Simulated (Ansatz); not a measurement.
# ClH4NSi + HCl: a complex and its separated parts, part 3 of 3

Ansatz 0.2.0, Gaussian basis. The steps go on from the part before.

## 18. RPA on PBE/def2-TZVPP

The inputs:

parta/in.yaml

```yaml
crystal:
  periodic: [false, false, false]
  atoms:
    - {symbol: Si, position_ang: [-0.454671, 0.177647, -0.982161]}
    - {symbol: N, position_ang: [-0.078609, -0.682030, 0.436416]}
    - {symbol: H, position_ang: [-1.199401, 1.397381, -0.604929]}
    - {symbol: H, position_ang: [0.803804, 0.459743, -1.704198]}
    - {symbol: Cl, position_ang: [-1.664795, -0.827198, -2.330317]}
    - {symbol: H, position_ang: [0.570157, -1.452320, 0.408224]}
    - {symbol: H, position_ang: [-0.778050, -0.821252, 1.148056]}
basis:
  gaussian: {orbitals: def2-TZVPP}
hamiltonian: {xc: pbe}
correlation: {method: rpa}
```

partb/in.yaml

```yaml
crystal:
  periodic: [false, false, false]
  atoms:
    - {symbol: H, position_ang: [1.030392, 0.481697, 1.471365]}
    - {symbol: Cl, position_ang: [1.771174, 1.266432, 2.157545]}
basis:
  gaussian: {orbitals: def2-TZVPP}
hamiltonian: {xc: pbe}
correlation: {method: rpa}
```

One command serves all of them, each in its own folder.

On the command line:

```
> ansatz run in.yaml --threads 4 --pin off --events-out ev --progress --plain --max-ram 9574MiB
```

Log of parta, shortened:

```text
Functional definition: PBE
  name "PBE"
  cite "Perdew, Burke & Ernzerhof, Phys. Rev. Lett. 77, 3865 (1996) doi:10.1103/PhysRevLett.77.3865"
  parent pbe
[...]
988 factors; integrals over basis functions are off by at most 8.1e-4 eV
[...]
mean field -21947.82486206 eV, -806.5676869107 hartree, gradient 7.0e-7 eV, S^2 0.000000; 0 other end points of the search recorded, 0 dependent functions left out
11 core orbitals not correlated: weight in the atoms' cores, before any rotation towards them, 1.000 or more for the frozen orbitals, at most 0.000 for the correlated occupied ones
reference -21913.59861438 eV, -805.3098955078 hartree; 10, 10 occupied and 150, 150 virtual orbitals, 988 factors
Total energy: -21938.00975127 eV, -806.2069882419 hartree
```

partb printed, shortened:

```text
Functional definition: PBE
  name "PBE"
  cite "Perdew, Burke & Ernzerhof, Phys. Rev. Lett. 77, 3865 (1996) doi:10.1103/PhysRevLett.77.3865"
  parent pbe
[...]
322 factors; integrals over basis functions are off by at most 1.4e-3 eV
[...]
mean field -12534.30961718 eV, -460.6273823712 hartree, gradient 3.3e-6 eV, S^2 0.000000; 0 other end points of the search recorded, 0 dependent functions left out
5 core orbitals not correlated: weight in the atoms' cores, before any rotation towards them, 1.000 or more for the frozen orbitals, at most 0.000 for the correlated occupied ones
reference -12519.65925157 eV, -460.0889913653 hartree; 4, 4 occupied and 47, 47 virtual orbitals, 322 factors
Total energy: -12529.02201208 eV, -460.4330664679 hartree
```

They took 1.8 s (parta), 0.2 s (partb) on 4 threads of Arm Neoverse V1, shared host.

## 19. CCSD(T)/def2-TZVPP

Each input of step 18 (parta, partb) changes in the same lines:

```diff
-hamiltonian: {xc: pbe}
-correlation: {method: rpa}
+correlation: {method: ccsd_t}
```

Each run has its own folder and the same command.

On the command line:

```
> ansatz run in.yaml --threads 4 --pin off --events-out ev --progress --plain --max-ram 9574MiB
```

Output in parta, shortened:

```text
Functional definition: HF
  name "HF"
  cite "Fock, Z. Phys. 61, 126 (1930) doi:10.1007/BF01340294"
  parent pbe
[...]
988 factors; integrals over basis functions are off by at most 8.1e-4 eV
[...]
mean field -21914.63578952 eV, -805.3480109912 hartree, gradient 3.6e-6 eV, S^2 0.000000; 0 other end points of the search recorded, 0 dependent functions left out
11 core orbitals not correlated: weight in the atoms' cores, before any rotation towards them, 1.000 or more for the frozen orbitals, at most 0.000 for the correlated occupied ones
reference -21914.63578952 eV, -805.3480109912 hartree; 10, 10 occupied and 150, 150 virtual orbitals, 988 factors
second order -14.43609557 eV of doubles, -0.00000000 eV of singles
cycle   1  -15.10103132 eV  change   -6.6e-1 eV  update   7.2e-2
[...]
cycle   9  -15.49378664 eV  change    1.9e-6 eV  update   8.2e-6
perturbative correction -0.58370268 eV, -0.0214506777 hartree
Total energy: -21930.71327884 eV, -805.9388478260 hartree
```

Output in partb, shortened:

```text
Functional definition: HF
  name "HF"
  cite "Fock, Z. Phys. 61, 126 (1930) doi:10.1007/BF01340294"
  parent pbe
[...]
322 factors; integrals over basis functions are off by at most 1.4e-3 eV
[...]
mean field -12519.93379757 eV, -460.0990807449 hartree, gradient 2.9e-6 eV, S^2 0.000000; 0 other end points of the search recorded, 0 dependent functions left out
5 core orbitals not correlated: weight in the atoms' cores, before any rotation towards them, 1.000 or more for the frozen orbitals, at most 0.000 for the correlated occupied ones
reference -12519.93379757 eV, -460.0990807449 hartree; 4, 4 occupied and 47, 47 virtual orbitals, 322 factors
second order -5.53925607 eV of doubles, -0.00000000 eV of singles
cycle   1  -5.96028112 eV  change   -4.2e-1 eV  update   3.9e-2
[...]
cycle   7  -6.10182240 eV  change   -6.0e-6 eV  update   7.9e-6
perturbative correction -0.21572238 eV, -0.0079276512 hartree
Total energy: -12526.25134235 eV, -460.3312462333 hartree
```

Wall times: 13 s (parta), 0.2 s (partb) on 4 threads of Arm Neoverse V1, shared host; peak memory 1.3 GiB.

## 20. Vibrations of ClH4NSi

vib-parta/in.yaml

```yaml
crystal:
  periodic: [false, false, false]
  atoms:
    - {symbol: Si, position_ang: [-0.454671, 0.177647, -0.982161]}
    - {symbol: N, position_ang: [-0.078609, -0.682030, 0.436416]}
    - {symbol: H, position_ang: [-1.199401, 1.397381, -0.604929]}
    - {symbol: H, position_ang: [0.803804, 0.459743, -1.704198]}
    - {symbol: Cl, position_ang: [-1.664795, -0.827198, -2.330317]}
    - {symbol: H, position_ang: [0.570157, -1.452320, 0.408224]}
    - {symbol: H, position_ang: [-0.778050, -0.821252, 1.148056]}
basis:
  gaussian: {orbitals: def2-TZVP}
hamiltonian: {xc: pbe0, dispersion: d4}
phonons: {temperatures: {t_min: 298.15, t_max: 900, t_step: 200}}
```

On the command line:

```
> ansatz run in.yaml --threads 4 --pin off --events-out ev --progress --plain --max-ram 9574MiB
```

Output, shortened:

```text
Functional definition: PBE0
  name "PBE0"
  cite "Adamo & Barone, J. Chem. Phys. 110, 6158 (1999) doi:10.1063/1.478522"
  cite "Perdew, Burke & Ernzerhof, Phys. Rev. Lett. 77, 3865 (1996) doi:10.1103/PhysRevLett.77.3865"
  parent pbe
[...]
867 factors; their error is unknown
[...]
mean field -21949.75644237 eV, -806.6386711777 hartree, gradient 1.5e-5 eV, S^2 0.000000; 0 other end points of the search recorded, 0 dependent functions left out
[...]
Atom 4 at    -1.664795    -0.827198    -2.330317 Å, force     0.000647     0.000502     0.000797 eV/Å
Atom 5 at     0.570157    -1.452320     0.408224 Å, force    -0.001211     0.000541     0.000850 eV/Å
Atom 6 at    -0.778050    -0.821252     1.148056 Å, force     0.001229    -0.000682    -0.000416 eV/Å
Dipole moment:     0.157143    -0.104715     0.375694 e Å
Vibrations: 232.65 243.12 429.65 526.29 536.49 758.81 875.10 899.15 911.90 939.93 1585.16 2261.31 2270.99 3602.97 3696.13 cm⁻¹, zero-point energy 1.225561 eV
```

Wall time 30 s (4 threads of Arm Neoverse V1, shared host).

The modes, with what each moves most:

```
mode  wavenumber (cm⁻¹)               character
   1                233                    bend
   2                243                 torsion
   3                430                 torsion
   4                526           Si–Cl stretch
   5                536       bend with torsion
   6                759                    bend
   7                875  Si–N stretch with bend
   8                899       bend with torsion
   9                912                    bend
  10                940       bend with torsion
  11               1585                    bend
  12               2261            Si–H stretch
  13               2271            Si–H stretch
  14               3603             N–H stretch
  15               3696             N–H stretch
```

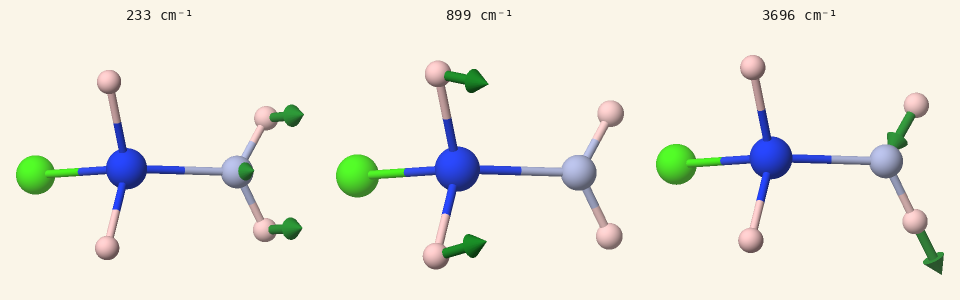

How the atoms move in 3 of the modes.

Vibrational sums (real modes only):

```
T (K)  entropy (J/mol/K)  heat capacity (J/mol/K)
  298               27.1                     42.2
  498               54.6                     64.9
  698               78.9                     78.7
  898               99.9                     88.2
```

## 21. Vibrations of HCl

vib-partb/in.yaml

```yaml
crystal:
  periodic: [false, false, false]
  atoms:
    - {symbol: H, position_ang: [1.030392, 0.481697, 1.471365]}
    - {symbol: Cl, position_ang: [1.771174, 1.266432, 2.157545]}
basis:
  gaussian: {orbitals: def2-TZVP}
hamiltonian: {xc: pbe0, dispersion: d4}
phonons: {temperatures: {t_min: 298.15, t_max: 900, t_step: 200}}
```

On the command line:

```
> ansatz run in.yaml --threads 4 --pin off --events-out ev --progress --plain --max-ram 9574MiB
```

Output, shortened:

```text
Functional definition: PBE0
  name "PBE0"
  cite "Adamo & Barone, J. Chem. Phys. 110, 6158 (1999) doi:10.1063/1.478522"
  cite "Perdew, Burke & Ernzerhof, Phys. Rev. Lett. 77, 3865 (1996) doi:10.1103/PhysRevLett.77.3865"
  parent pbe
[...]
312 factors; their error is unknown
[...]
mean field -12535.31645841 eV, -460.6643831040 hartree, gradient 4.2e-5 eV, S^2 0.000000; 0 other end points of the search recorded, 0 dependent functions left out
[...]
reference -12535.31637103 eV, -460.6643798928 hartree; 9, 9 occupied and 34, 34 virtual orbitals, 312 factors
Total energy: -12535.32105164 eV, -460.6645519018 hartree
Atom 0 at     1.030392     0.481697     1.471365 Å, force    -0.000709    -0.000751    -0.000657 eV/Å
Atom 1 at     1.771174     1.266432     2.157545 Å, force     0.000709     0.000751     0.000657 eV/Å
Dipole moment:    -0.152119    -0.161145    -0.140906 e Å
Vibrations: 2997.31 cm⁻¹, zero-point energy 0.185809 eV
```

Run time: 1.1 s. Hardware: 4 threads of Arm Neoverse V1, shared host.

Wavenumbers and character of the modes:

```
mode  wavenumber (cm⁻¹)     character
   1               2997  Cl–H stretch
```

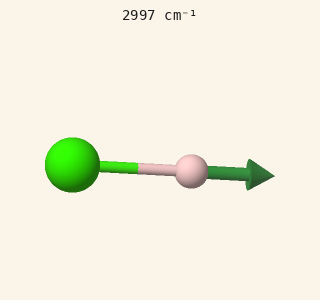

Displacements of 1 modes, as arrows.

Vibrational sums (real modes only):

```
T (K)  entropy (J/mol/K)  heat capacity (J/mol/K)
  298                0.0                      0.0
  498                0.0                      0.1
  698                0.1                      0.7
  898                0.4                      1.6
```

## 22. Complex less separated parts

The complex's own energies come from single points at the same levels.

Rows are in def2-TZVPP; times add the 3 runs of a level on a shared host, so small differences are noise.

Differences are taken before rounding.

```
      method                    rung  complex less parts (kcal/mol)  from CCSD(T) (kcal/mol)   time
       SPW92                     LDA                          -10.6                     -5.7  1.7 s
      PBE-D4                     GGA                           -7.7                     -2.8  2.6 s
     BLYP-D4                     GGA                           -6.9                     -2.0  2.6 s
   r2SCAN-D4                meta-GGA                           -6.6                     -1.7  5.7 s
      B97M-V                meta-GGA                           -5.3                     -0.4   10 s
     PBE0-D4                  hybrid                           -6.7                     -1.8  3.9 s
    B3LYP-D4                  hybrid                           -6.3                     -1.4  3.6 s
  r2SCAN0-D4                  hybrid                           -6.0                     -1.2  6.6 s
    BHLYP-D4                  hybrid                           -5.4                     -0.5  3.5 s
CAM-B3LYP-D4  range-separated hybrid                           -5.9                     -1.0    4 s
     wB97X-V  range-separated hybrid                           -5.2                     -0.4  9.7 s
     wB97M-V  range-separated hybrid                           -5.1                     -0.2   11 s
      B2PLYP           double hybrid                           -4.7                     +0.1  5.8 s
    PBE-QIDH           double hybrid                           -5.4                     -0.5  6.1 s
  RPA on PBE                     RPA                           -3.9                     +1.0  5.4 s
Hartree-Fock            wavefunction                           -0.3                     +4.6       
         MP2            wavefunction                           -5.7                     -0.8       
        CCSD            wavefunction                           -4.0                     +0.9       
     CCSD(T)            wavefunction                           -4.9                        0   80 s
```

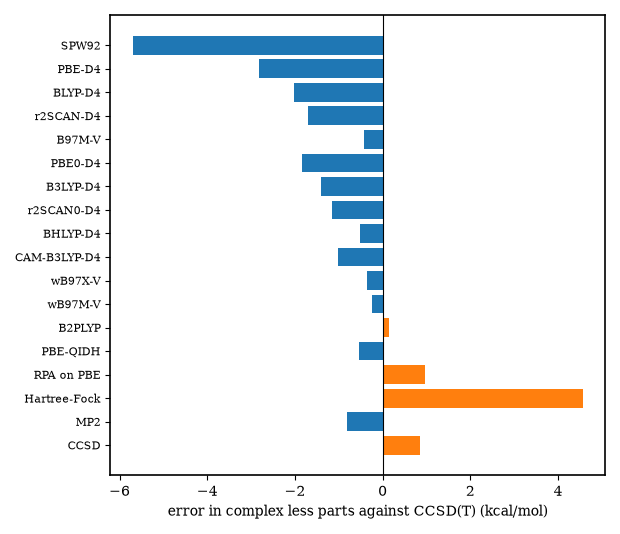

Error of each method against CCSD(T).

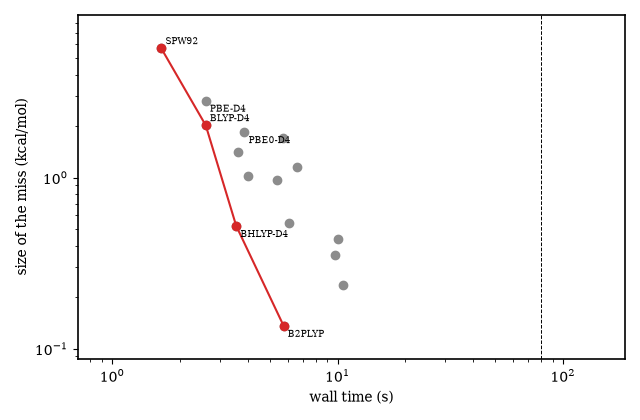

Miss against cost. Red marks the levels that no quicker level drawn beats (of those quicker than the yardstick), and the dashed line is the time of CCSD(T). Only those levels and the largest misses are named. Times are from a shared host.

For cost: B2PLYP gets within 0.1 kcal/mol in 5.8 s, where CCSD(T) took 80 s; the quickest level in the cost chart, SPW92, takes 1.7 s and misses by 5.7 kcal/mol.

The complex's zero-point energy, from a separate PBE0-D4 run, is 1.488 eV.

## 23. Results

The summary covers parts 1 to 3.

```
                              quantity          value
complex less parts, CCSD(T)/def2-TZVPP  -4.9 kcal/mol
                with zero-point energy  -3.1 kcal/mol
                 largest T1 diagnostic          0.009
```

**Reading.** At CCSD(T) the complex lies 4.9 kcal/mol below its parts. Among the functionals B2PLYP lands nearest to CCSD(T) (+0.1 kcal/mol) and SPW92 farthest (-5.7 kcal/mol). By rung, the mean size of the error is: LDA 5.7, GGA 2.4, meta-GGA 1.1, hybrid 1.2, range-separated hybrid 0.5, double hybrid 0.3 kcal/mol. PBE-D4 gives a relative energy 2.8 kcal/mol too low, outside chemical accuracy (1 kcal/mol). No counterpoise was applied, and triple zeta lacks some correlation, so the CCSD(T) reference has a basis error of its own, and close matches with it are partly luck.
